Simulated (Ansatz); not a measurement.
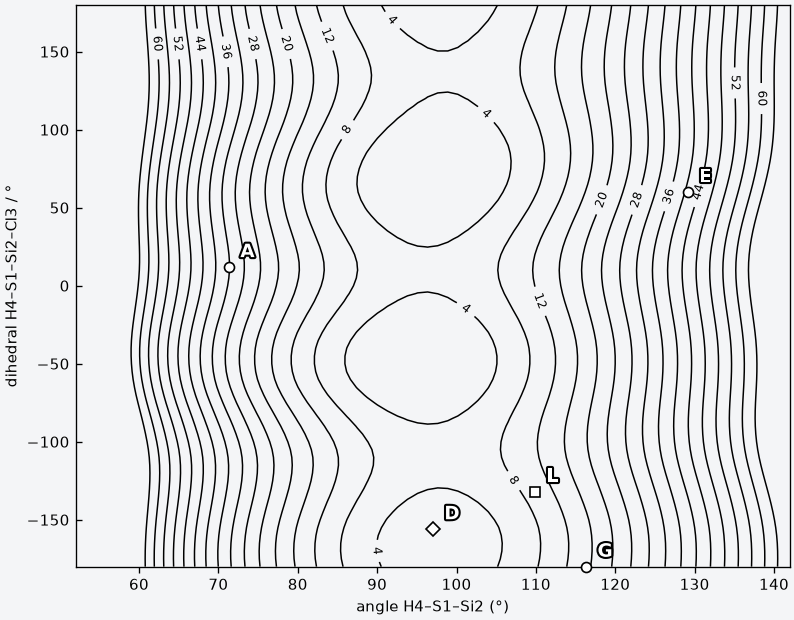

ClH4SSi, SMILES [SH2+][SiH2]Cl, charge +1. 
- The first coordinate is: angle H4–S1–Si2; the second: dihedral H4–S1–Si2–Cl3.
- Nothing is relaxed (all other coordinates rigid).
- The grid has 15 × 15 points.
- Points are written as (first, second).
- Energies are in kJ/mol, from the relaxed molecule at the same level.
- Theory: RKS PBE0-D4/def2-TZVP in Ansatz.

Drawn: contour lines labelled in kJ/mol (none above 64), lettered points. Between grid points the surface is interpolated.

Is A the lowest point of the computed grid?

No. A lies 32 kJ/mol above the lowest grid point, which is at (97.0°, 60°).

What kind of point is each of A, D, E, G, L: minimum, saddle, maximum or slope?

A: on a slope; D: minimum; E: on a slope; G: on a slope; L: on a slope. (In these two coordinates alone; a stationary point may lie a little off the grid point.)

Rank the lettered points by energy, lowest first.

D (1.7 kJ/mol), L (10 kJ/mol), G (15 kJ/mol), A (32 kJ/mol), E (41 kJ/mol).
